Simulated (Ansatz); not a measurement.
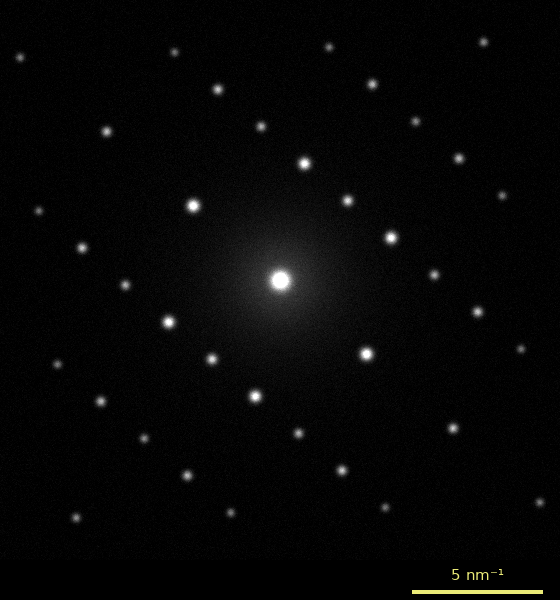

Kinematic zone-axis pattern, calculated for 200 keV electrons with B = 0.5 Å².

Candidate phases (model or computed cells):
A. Tl, space group P6_3/mmc (No. 194), a = 3.66 Å, c = 5.71 Å (hexagonal axes)
B. Ti, space group P6_3/mmc (No. 194), a = 2.93 Å, c = 9.37 Å (hexagonal axes)
C. Zr, space group P6_3/mmc (No. 194), a = 3.238 Å, c = 10.392 Å (hexagonal axes)
D. Ti, space group P6_3/mmc (No. 194), a = 2.864 Å, c = 4.540 Å (hexagonal axes)

Which candidate gives this pattern, and along which zone?

Answer. Candidate D (Ti), along [100] or an equivalent direction. The spots form a rectangular net whose two shortest vectors correspond to d = 4.54 Å and 2.48 Å, 90.0° apart. They index as 0 0 1 (itself extinct) and 0 1 0; no zone of the other candidates with indices up to 3 has this net. Some points of the net are extinct or too weak to see.
